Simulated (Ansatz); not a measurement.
The parent structure is GaSb in the zinc blende structure (space group F-43m, No. 216; a = 6.1324 Å).

The change: a hydrostatic pressure of 5 GPa.

Level of theory: r2SCAN (Ansatz, a quantum-chemistry and plane-wave program, PAW, scalar-relativistic without spin-orbit coupling).

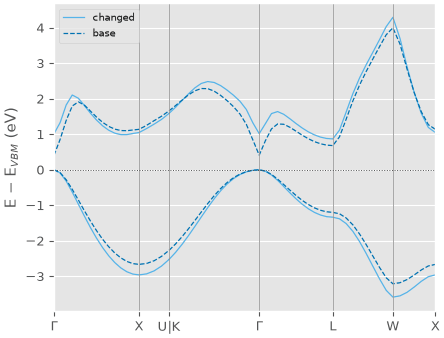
Fig. 1. Highest valence and lowest conduction band along the path, each from its own valence-band maximum

Q: From the figure, how large is the changed gap, and is it direct?

A: About 0.9 eV, indirect, Γ → L.

With Sb present, leaving out spin-orbit coupling can change the band edges. Load acts through the strain it causes; cell and atoms are relaxed under it. No phonon test of stability was made. Tetrahedral semiconductors of this kind turn to denser phases somewhere between about 1 and 50 GPa; those were not computed, so compressed cells here can lie past the real transition.
